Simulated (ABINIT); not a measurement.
# SiC (Moissanite): G0W0 in ABINIT against the k mesh

How does the gap of SiC (Moissanite) converge in the k mesh?

Calculated with ABINIT 10.8.3; LDA and many-body steps on it, plane waves.

## Step 1: Starting point

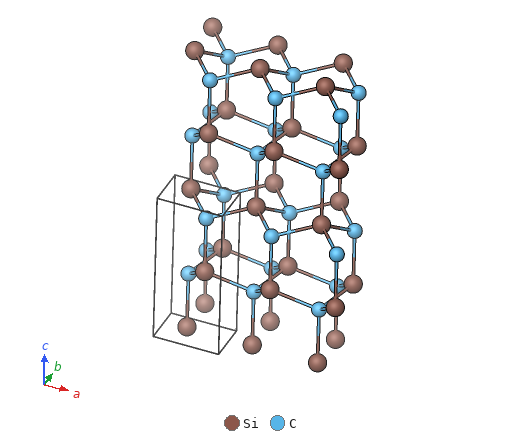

The starting structure, seen slightly off an axis (silicon brown, carbon blue). 3×2×2 cells are drawn. Some periodic images of atoms are drawn too.

The cell and positions come from the Crystallography Open Database and are kept as given unless a step says otherwise.

## Step 2: Empty states on the mesh, 3×3×2 mesh, 139 bands

This step: ABINIT 10.8.3; DFT, LDA, plane waves, norm-conserving pseudopotentials.

The sums over transitions need many empty states on a uniform mesh; this step solves for them.

Contents of run.abi:

```
acell 3*1.0 Angstrom
rprim 
  3.075999999976 0.000000000005 0.000000000000
  -1.537999999993 2.663894142018 0.000000000000
  0.000000000000 0.000000000000 5.048000000000
ntypat 2
znucl 14 6
natom 4
typat 1 1 2 2
xred 
  0.333333333333 0.666666666667 0.000000000000
  0.666666666667 0.333333333333 0.500000000000
  0.333333333333 0.666666666667 0.385000000000
  0.666666666667 0.333333333333 0.885000000000
pp_dirpath "pseudos"
pseudos "Si.upf, C.upf"
ecut 37
ngkpt 3 3 2
nshiftk 1
shiftk 0 0 0
kptopt 1
chksymbreak 0
irdden 1
istwfk *1
nband 139
prtvol 0
optdriver 6
gwr_task "HDIAGO"
paral_kgb 0
occopt 1
indata_prefix "in"
outdata_prefix "out"
tmpdata_prefix "tmp"
```

The run is started by

```console
> OMP_NUM_THREADS=1 mpirun -n 4 abinit run.abi > log
```

Numbers of over 12 decimals in the logs are rounded to 6 here.

The program printed:

```text
.Version 10.8.3 of ABINIT. v10.8.2 released Aug 2026.

 Symmetries : space group P6_3 m c (#186); Bravais hP (primitive hexag.)
[... echo of the input left out ...]
== DATASET  1 ==================================================================
-   mpi_nproc: 4, omp_nthreads: 1 (-1 if OMP is not activated)

--- !DatasetInfo
iteration_state: {dtset: 1, }
dimensions: {natom: 4, nkpt: 6, mband: 139, nsppol: 1, nspinor: 1, nspden: 1, mpw: 3018, }
cutoff_energies: {ecut:  37.0, pawecutdg:  -1.0, }
[...]
Indirect band gap semiconductor
 Fundamental gap:     2.222 (eV)
   VBM:     7.406 (eV) at k: [ 0.0000E+00,  0.0000E+00,  0.0000E+00]
   CBM:     9.628 (eV) at k: [ 3.3333E-01,  3.3333E-01,  0.0000E+00]
 Direct gap:         4.311 (eV) at k: [ 3.3333E-01,  0.0000E+00,  0.0000E+00]

== END DATASET(S) ==============================================================
================================================================================

 -outvars: echo values of variables after computation  --------
           etotal      0.0000000000E+00
            nband         139
             nkpt           6
          spgroup         186
 [... the other variables as echoed above ...]

 Calculation completed.
```

Elapsed: 50 s, on 4 MPI ranks of Arm Neoverse V1, shared host; peak memory 2.2 GiB; 3.3 min of CPU time.

This step gave:

| Property | Result |
| --- | --- |
| gap | 2.222 eV |
| k of the valence top | 0, 0, 0 |
| k of the conduction bottom | 0.3333, 0.3333, 0 |
| least direct gap | 4.311 eV |
| k points computed | 6 |
| lowest point of the top converged band, above the valence top | 101.6630 eV |

On this mesh the gap is 2.222 eV.

The density comes from a self-consistent run that is not shown.

## Step 3: Empty states on the mesh, 3×3×1 mesh, 43 bands

Edit run.abi of step 2 so:

```diff
@@ -17,3 +17,3 @@
 ecut 37
-ngkpt 3 3 2
+ngkpt 3 3 1
 nshiftk 1
@@ -22,10 +22,10 @@
 chksymbreak 0
+iscf -2
 irdden 1
 istwfk *1
-nband 139
+nband 43
+nbdbuf 4
+tolwfr 1e-09
+nstep 60
 prtvol 0
-optdriver 6
-gwr_task "HDIAGO"
-paral_kgb 0
-occopt 1
 indata_prefix "in"
```

The program printed:

```text
.Version 10.8.3 of ABINIT. v10.8.2 released Aug 2026.

 Symmetries : space group P6_3 m c (#186); Bravais hP (primitive hexag.)
[... echo of the input left out ...]
== DATASET  1 ==================================================================
-   mpi_nproc: 4, omp_nthreads: 1 (-1 if OMP is not activated)
-    --> not optimal distribution: autoparal keyword recommended in input file <--

--- !DatasetInfo
iteration_state: {dtset: 1, }
dimensions: {natom: 4, nkpt: 3, mband: 43, nsppol: 1, nspinor: 1, nspden: 1, mpw: 3012, }
cutoff_energies: {ecut:  37.0, pawecutdg:  -1.0, }
[...]
1.01266    1.01652    1.19268    1.19268    1.26544    1.29772    1.29772    1.37322
   1.41065    1.41065    1.47104    1.56373    1.56373    1.56549    1.62707    1.63792
   1.63792    1.66116    1.81661
 prteigrs : prtvol=0 or 1, do not print more k-points.

== END DATASET(S) ==============================================================
================================================================================

 -outvars: echo values of variables after computation  --------
            nband          43
             nkpt           3
          spgroup         186
 [... the other variables as echoed above ...]

 Calculation completed.
```

The job ended after 4.2 s (4 MPI ranks; peak memory 0.24 GiB).

Numbers from this step:

- gap: 2.222 eV
- k of the valence top: 0, 0, 0
- k of the conduction bottom: 0.3333, 0.3333, 0
- least direct gap: 4.311 eV
- k points computed: 3
- lowest point of the top converged band, above the valence top: 34.39 eV

On this mesh the gap is 2.222 eV.

## Step 4: Empty states on the mesh, 6×6×4 mesh, 43 bands

Edit run.abi of step 3 so:

```diff
@@ -17,3 +17,3 @@
 ecut 37
-ngkpt 3 3 1
+ngkpt 6 6 4
 nshiftk 1
```

The program printed:

```text
.Version 10.8.3 of ABINIT. v10.8.2 released Aug 2026.

 Symmetries : space group P6_3 m c (#186); Bravais hP (primitive hexag.)
[... echo of the input left out ...]
== DATASET  1 ==================================================================
-   mpi_nproc: 4, omp_nthreads: 1 (-1 if OMP is not activated)

--- !DatasetInfo
iteration_state: {dtset: 1, }
dimensions: {natom: 4, nkpt: 21, mband: 43, nsppol: 1, nspinor: 1, nspden: 1, mpw: 3018, }
cutoff_energies: {ecut:  37.0, pawecutdg:  -1.0, }
[...]
1.01266    1.01652    1.19268    1.19268    1.26544    1.29772    1.29772    1.37322
   1.41065    1.41065    1.47104    1.56373    1.56373    1.56549    1.62707    1.63792
   1.63792    1.66116    1.81661
 prteigrs : prtvol=0 or 1, do not print more k-points.

== END DATASET(S) ==============================================================
================================================================================

 -outvars: echo values of variables after computation  --------
            nband          43
             nkpt          21
          spgroup         186
 [... the other variables as echoed above ...]

 Calculation completed.
```

Elapsed: 16 s, on 4 MPI ranks; peak memory 0.28 GiB; 62 s of CPU time.

Numbers from this step:

```yaml
gap: 2.222 eV
k_of_the_valence_top: 0, 0, 0
k_of_the_conduction_bottom: 0.3333, 0.3333, 0
least_direct_gap: 3.994 eV
k_points_computed: 21
lowest_point_of_the_top_converged_band_above_the_valence_top: 34.34 eV
```

On this mesh the gap is 2.222 eV.

## Step 5: Screening, 3×3×1 mesh, 39 bands, screening to 130.6 eV

The RPA dielectric matrix is built and inverted for each q.

This step: RPA screening on LDA, plane waves, norm-conserving pseudopotentials.

Edit run.abi of step 4 so:

```diff
@@ -17,3 +17,3 @@
 ecut 37
-ngkpt 6 6 4
+ngkpt 3 3 1
 nshiftk 1
@@ -22,10 +22,11 @@
 chksymbreak 0
-iscf -2
-irdden 1
 istwfk *1
-nband 43
-nbdbuf 4
-tolwfr 1e-09
-nstep 60
-prtvol 0
+occopt 1
+irdwfk 1
+optdriver 3
+nband 39
+ecuteps 4.8
+inclvkb 2
+awtr 1
+symchi 1
 indata_prefix "in"
```

The program printed:

```text
.Version 10.8.3 of ABINIT. v10.8.2 released Aug 2026.

 Symmetries : space group P6_3 m c (#186); Bravais hP (primitive hexag.)
[... echo of the input left out ...]
== DATASET  1 ==================================================================
-   mpi_nproc: 4, omp_nthreads: 1 (-1 if OMP is not activated)

--- !DatasetInfo
iteration_state: {dtset: 1, }
dimensions: {natom: 4, nkpt: 3, mband: 39, nsppol: 1, nspinor: 1, nspden: 1, mpw: 3012, }
cutoff_energies: {ecut:  37.0, pawecutdg:  -1.0, }
electrons: {nelect:   1.60000000E+01, charge:   0.00000000E+00, occopt:   1.00000000E+00, tsmear:   1.00000000E-02, }

 SCREENING: Calculation of the susceptibility and dielectric matrices

 Based on a program developped by R.W. Godby, V. Olevano, G. Onida, and L. Reining.
 Incorporated in ABINIT by V. Olevano, G.-M. Rignanese, and M. Torrent.
.Using double precision arithmetic ; gwpc =  8

[... cell and pseudopotentials left out ...]
--------------------------------------------------------------------------------

 ==== K-mesh for the wavefunctions ====
 Number of points in the irreducible wedge :     3
[... list of points left out ...]
 Together with 12 symmetry operations and time-reversal symmetry
 yields     9 points in the full Brillouin Zone.

 ==== Q-mesh for the screening function ====
 Number of points in the irreducible wedge :     3
[... list of points left out ...]
 Together with 12 symmetry operations and time-reversal symmetry
 yields     9 points in the full Brillouin Zone.

 setmesh: FFT mesh size selected  =    20x   20x   36
          total number of points  =        14400

 vcoul_init : cutoff-mode = AUXILIARY_FUNCTION
 q-points for optical limit:   1
     1)      0.000010    0.000020    0.000030

- screening: taking advantage of time-reversal symmetry
- Maximum band index for partially occupied states nbvw = 8
- Remaining bands to be divided among processors   nbcw = 31
- Number of bands treated by each node ~7

 Number of electrons calculated from density =   16.0000; Expected =   16.0000
 average of density, n =  0.057319
 r_s =    1.6089
 omega_plasma =   23.0944 [eV]

 calculating chi0 at frequencies [eV] :
  1    0.000000E+00    0.000000E+00
  2    0.000000E+00    2.309436E+01

--------------------------------------------------------------------------------
  q-point number  1        q = ( 0.000000, 0.000000, 0.000000) [r.l.u.]
--------------------------------------------------------------------------------
[... chi0 elements left out ...]
 For q-point:  0.000010 0.000020 0.000030
  dielectric constant =   8.2787
  dielectric constant without local fields =   9.0944

  Average fulfillment of the sum rule on Im[epsilon] for q-point    1 :     55.02  [%]
[... wings left out ...]
  q-point number  2        q = ( 0.333333, 0.000000, 0.000000) [r.l.u.]
--------------------------------------------------------------------------------
[... chi0 elements left out ...]
  Average fulfillment of the sum rule on Im[epsilon] for q-point    2 :     66.25  [%]

 [... 1 further q-points ...]
```

Wall time 2.7 s (4 MPI ranks); peak memory 0.09 GiB.

This step gave:

```yaml
eps_infinity_with_local_fields_on_this_mesh_along_the_program_s_q_direction: 8.279
the_same_without_local_fields: 9.094
plasma_frequency: 23.09 eV
plane_waves_in_the_screening_matrix: 135
```

Local fields lower ε∞ by 9 %. On a Γ-centred mesh this coarse the value itself is usually too large, while a short band sum pulls it down.

## Step 6: 3×3×1

This step: G0W0 on LDA, plane waves, norm-conserving pseudopotentials.

Edit run.abi of step 5 so:

```diff
@@ -25,8 +25,19 @@
 irdwfk 1
-optdriver 3
+optdriver 4
 nband 39
+gwcalctyp 0
+ecutsigx 37
+symsigma 1
+nkptgw 3
+kptgw 
+  0.0000000000 0.0000000000 0.0000000000
+  0.3333333333 0.3333333333 0.0000000000
+  0.3333333333 0.0000000000 0.0000000000
+bdgw 
+  6 10
+  7 10
+  7 10
 ecuteps 4.8
-inclvkb 2
-awtr 1
-symchi 1
+irdscr 1
+ppmodel 1
 indata_prefix "in"
```

The program printed:

```text
.Version 10.8.3 of ABINIT. v10.8.2 released Aug 2026.

 Symmetries : space group P6_3 m c (#186); Bravais hP (primitive hexag.)
[... echo of the input left out ...]
== DATASET  1 ==================================================================
-   mpi_nproc: 4, omp_nthreads: 1 (-1 if OMP is not activated)

--- !DatasetInfo
iteration_state: {dtset: 1, }
dimensions: {natom: 4, nkpt: 3, mband: 39, nsppol: 1, nspinor: 1, nspden: 1, mpw: 3012, }
cutoff_energies: {ecut:  37.0, pawecutdg:  -1.0, }
electrons: {nelect:   1.60000000E+01, charge:   0.00000000E+00, occopt:   1.00000000E+00, tsmear:   1.00000000E-02, }

 SIGMA: Calculation of the GW corrections

 Based on a program developped by R.W. Godby, V. Olevano, G. Onida, and L. Reining.
 Incorporated in ABINIT by V. Olevano, G.-M. Rignanese, and M. Torrent.
.Using double precision arithmetic ; gwpc =  8

[... cell and pseudopotentials left out ...]
--------------------------------------------------------------------------------

 ==== K-mesh for the wavefunctions ====
 Number of points in the irreducible wedge :     3
[... list of points left out ...]
 Together with 12 symmetry operations and time-reversal symmetry
 yields     9 points in the full Brillouin Zone.

 ==== Q-mesh for screening function ====
 Number of points in the irreducible wedge :     3
[... list of points left out ...]
 Together with 12 symmetry operations and time-reversal symmetry
 yields     9 points in the full Brillouin Zone.

 vcoul_init : cutoff-mode = AUXILIARY_FUNCTION
 q-points for optical limit:   1
     1)      0.000010    0.000020    0.000030
 setmesh: FFT mesh size selected  =    27x   27x   54
          total number of points  =        39366

 Number of electrons calculated from density =   16.0000; Expected =   16.0000
 average of density, n =  0.057319
 r_s =    1.6089
 omega_plasma =   23.0944 [eV]

 === KS Band Gaps ===
  >>>> For spin  1
   Minimum direct gap =   4.3111 [eV], located at k-point      :   0.3333  0.0000  0.0000
   Fundamental gap    =   2.2220 [eV], Top of valence bands at :   0.0000  0.0000  0.0000
                                       Bottom of conduction at :   0.3333  0.3333  0.0000
 SIGMA fundamental parameters:
 PLASMON POLE MODEL  1
 number of plane-waves for SigmaX                 2997
 number of plane-waves for SigmaC and W            135
 number of plane-waves for wavefunctions          2997
 number of bands                                    39
 number of independent spin polarizations            1
 number of spinorial components                      1
 number of k-points in IBZ                           3
 number of q-points in IBZ                           3
 number of symmetry operations                      12
 number of k-points in BZ                            9
 number of q-points in BZ                            9
 number of frequencies for dSigma/dE                 9
 frequency step for dSigma/dE [eV]                0.25
 number of omega for Sigma on real axis              0
 max omega for Sigma on real axis  [eV]           0.00
 zcut for avoiding poles [eV]                     0.10

 EPSILON^-1 parameters (SCR file):
 dimension of the eps^-1 matrix on file            135
 dimension of the eps^-1 matrix used               135
 number of plane-waves for wavefunctions          2997
 number of bands                                    39
 number of q-points in IBZ                           3
 number of frequencies                               2
 number of real frequencies                          1
 number of imag frequencies                          1

 matrix elements of self-energy operator (all in [eV])

 Perturbative Calculation

--- !SelfEnergy_ee
iteration_state: {dtset: 1, }
kpoint     : [   0.000,    0.000,    0.000, ]
spin       : 1
KS_gap     :    4.582
QP_gap     :    5.278
Delta_QP_KS:    0.696
data: !SigmaeeData |
     Band     E0 <VxcDFT>   SigX SigC(E0)      Z dSigC/dE  Sig(E)    E-E0       E
        6   7.133 -14.993 -18.022   3.223   0.797  -0.255 -14.838   0.155   7.288
        7   7.133 -14.993 -18.022   3.223   0.797  -0.255 -14.838   0.155   7.288
        8   7.406 -14.759 -16.958   2.603   0.795  -0.258 -14.438   0.321   7.727
        9  11.988 -12.240  -6.748  -4.211   0.794  -0.259 -11.223   1.017  13.005
       10  13.440 -12.726  -6.585  -4.798   0.795  -0.258 -11.658   1.068  14.508

--- !SelfEnergy_ee
iteration_state: {dtset: 1, }
kpoint     : [   0.333,    0.333,    0.000, ]
spin       : 1
KS_gap     :    6.273
QP_gap     :    7.373
Delta_QP_KS:    1.100
data: !SigmaeeData |
     Band     E0 <VxcDFT>   SigX SigC(E0)      Z dSigC/dE  Sig(E)    E-E0       E
        7   3.355 -12.959 -16.734   3.469   0.802  -0.246 -13.205  -0.246   3.109
[...]
--- !SelfEnergy_ee
iteration_state: {dtset: 1, }
kpoint     : [   0.333,    0.000,    0.000, ]
spin       : 1
KS_gap     :    4.311
QP_gap     :    5.234
Delta_QP_KS:    0.923
data: !SigmaeeData |
     Band     E0 <VxcDFT>   SigX SigC(E0)      Z dSigC/dE  Sig(E)    E-E0       E
[...]
8   6.203 -14.583 -17.975   3.397   0.792  -0.263 -14.580   0.003   6.206
        9  10.514 -10.839  -5.781  -3.933   0.823  -0.215  -9.913   0.926  11.440
       10  12.172 -11.486  -5.955  -4.151   0.813  -0.229 -10.364   1.122  13.295

 New Fermi energy :        3.345832E-01 Ha ,    9.104472E+00 eV

 === QP Band Gaps ===
  >>>> For spin  1
   Minimum direct gap =   5.2339 [eV], located at k-point      :   0.3333  0.0000  0.0000
   Fundamental gap    =   2.7548 [eV], Top of valence bands at :   0.0000  0.0000  0.0000
                                       Bottom of conduction at :   0.3333  0.3333  0.0000

== END DATASET(S) ==============================================================
================================================================================

 -outvars: echo values of variables after computation  --------
           etotal      0.0000000000E+00
            nband          39
             nkpt           3
          spgroup         186
 [... the other variables as echoed above ...]

 Calculation completed.
```

Wall time 2.9 s (4 MPI ranks); peak memory 0.09 GiB; 11 s of CPU time.

Numbers from this step:

```
G0W0 gap on the points computed              : 2.755 eV
starting gap on the mesh                     : 2.222 eV
k of the valence top                         : 0, 0, 0
k of the conduction bottom                   : 0.3333, 0.3333, 0
Z at the valence top                         : 0.795
Z at the conduction bottom                   : 0.826
least direct G0W0 gap on the computed points : 5.234 eV
```

[end of part 1 of 2]

[Paths, hosts, dates, memory and timing lines, banners, echoed tables and standing remarks are left out of the program output.]

[Logs are printed without paths, hosts, clocks, repeated set-up lines and the standing remarks that a program may print on its own settings, such as how far it seeks lower states.]

[Runs of the session that timed out or met a known fault of the program may be left out.]

[Hosts, paths, dates, database ids (printed as entryN), source tags and the programs' standing remarks are cut or masked in the printed files.]

[G0W0 gaps are taken among the corrected bands and points alone; a level outside them can change the order at an edge.]

[Where Ansatz stands beside ABINIT at settings called matched, ABINIT's density can come from a denser mesh and the files from another edition; pairs whose starting gaps differed by over 0.03 eV were left out, so agreement reads better than it is.]
